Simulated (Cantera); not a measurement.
Feed: 1 mol SiH2Cl2, 0.82 mol NO, 42 mol H2, equilibrated at 6.20 Pa.

Equilibrium computed with Cantera from the NASA thermochemical tables; the gas is ideal and each condensed phase is pure. Candidate condensed phases: H2O, NH4Cl, Si, SiO2, Si2N2O, Si3N4; 47 gas species. Mutual solubility and eutectic melting of coexisting phases are not modelled. The tables' values for SiCl are old estimates; treat these amounts as uncertain. The tables hold silica as quartz up to 1696 K and as liquid above; real silica turns to tridymite and cristobalite and melts near 1996 K. Equilibrium is a limit: real reactors are often held back by kinetics, nucleation or transport.

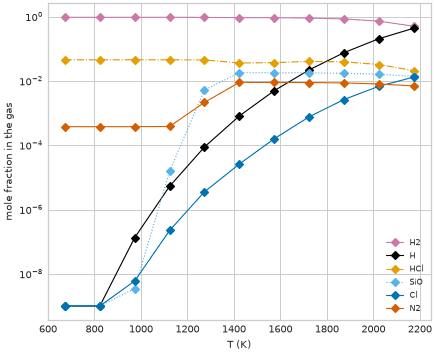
Figure: Equilibrium gas composition (values under 1e-9 drawn at 1e-9)

From 673 K to 823 K the condensed part is SiO2(α-quartz) + Si2N2O(s). From 973 K to 1273 K the condensed part is SiO2(β-quartz) + Si2N2O(s). From 1423 K to 2173 K nothing is condensed.
